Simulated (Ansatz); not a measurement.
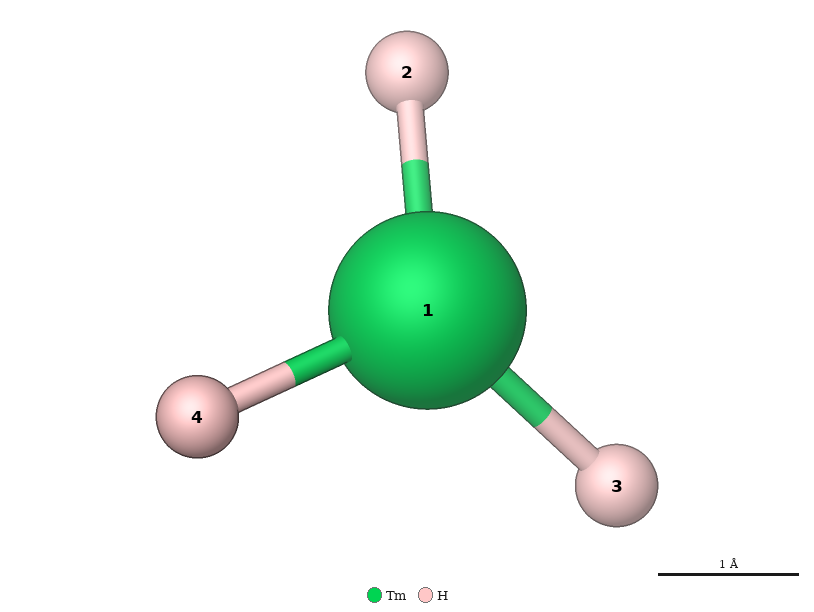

Simulated data, not a measurement (program: Ansatz).

Orthographic view. Distant atoms are faded towards the background colour. State: neutral, triplet. Geometry: a fixed input geometry, not necessarily a minimum. Other spin states may lie lower.

Write a Z-matrix (Å, degrees) in the order of the atom numbers, with these reference atoms: 2 to 1; 3 to 1, 2; 4 to 1, 2, 3.

```
Tm 
H    1   1.959
H    1   1.959   2   117.0
H    1   1.959   2   117.0   3  -146.5
```
